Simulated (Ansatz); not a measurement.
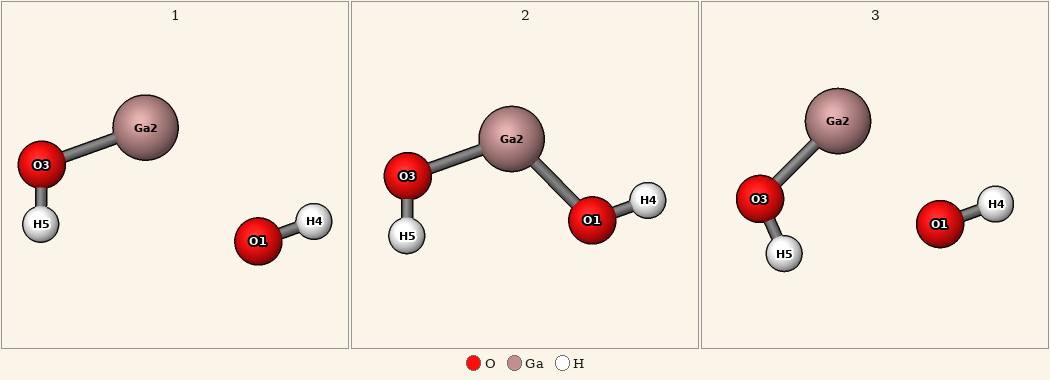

GaH2O2, SMILES [OH][Ga][OH], spin multiplicity 2. First axis: bond length O1–Ga2. Second axis: angle O3–Ga2–O1. Nothing is relaxed (all other coordinates rigid). The scan uses an 11 × 11 grid. All energies are given in kJ/mol relative to the relaxed molecule at the same level. These are results of UKS PBE0-D4/def2-TZVP (Ansatz 0.2.0), not measurements.

The numbered pictures are structures from this grid.

Q: Which is the most stable, and how do the others follow?

A: 2, at bond length O1–Ga2 = 1.848 Å, angle O3–Ga2–O1 = 115°: 1.8 kJ/mol; 3, at bond length O1–Ga2 = 2.338 Å, angle O3–Ga2–O1 = 90°: 129 kJ/mol; 1, at bond length O1–Ga2 = 2.584 Å, angle O3–Ga2–O1 = 115°: 164 kJ/mol.

The map, with the structures marked:

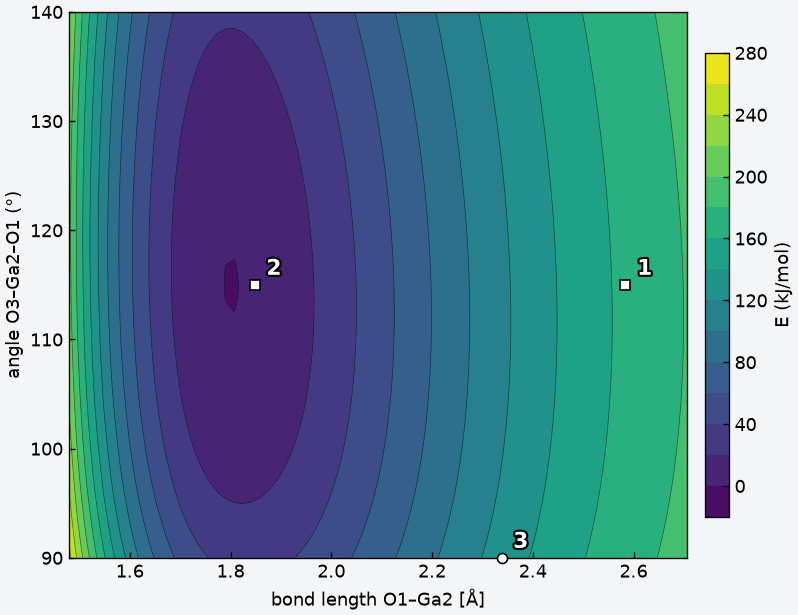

The picture shows filled contours. Between grid points the surface is interpolated.
